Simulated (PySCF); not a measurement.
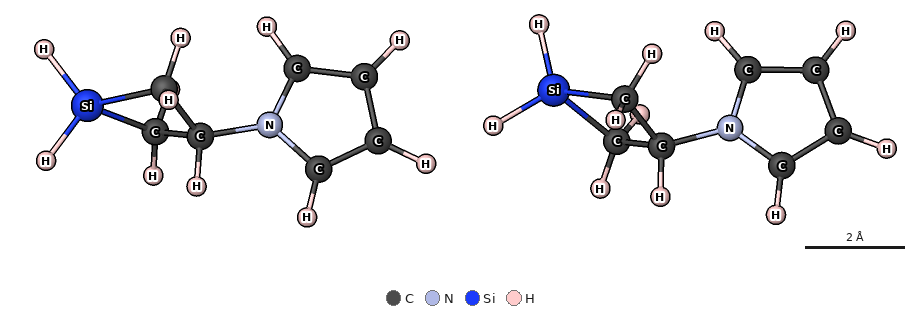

Two geometries of C7H11NSi, drawn at one scale. One is the start of a relaxation, the other its converged end. A ball-and-stick model, seen at a tilt.

Level of theory: PBE0-D3(BJ)/def2-SVP geometry optimisation, gas phase in PySCF 2.14.0, density-fitted response routines. 

Question: Which of the two is the end point?

Answer: The left one is the relaxed one. The start comes from GFN2-xTB. Its atoms were then displaced at random by about 0.01 Å. Over 15 geometry steps the energy falls by 0.304 eV. The largest move after the best rigid fit is that of an H atom, 0.91 Å. By element the largest moves are H 0.91 Å, Si 0.36 Å, C 0.23 Å, N 0.07 Å. Some distances before and after: C–N 1.318 → 1.370 Å, C–H 1.050 → 1.088 Å, H–Si 1.464 → 1.493 Å, C–N 1.469 → 1.445 Å. Bond angles that change, for instance: Si–C–H 117.2° → 124.1°, C–C–Si 91.8° → 86.8°, Si–C–H 119.0° → 123.9°. Groups turn about C–C by about 25°, C–C by about 25°.
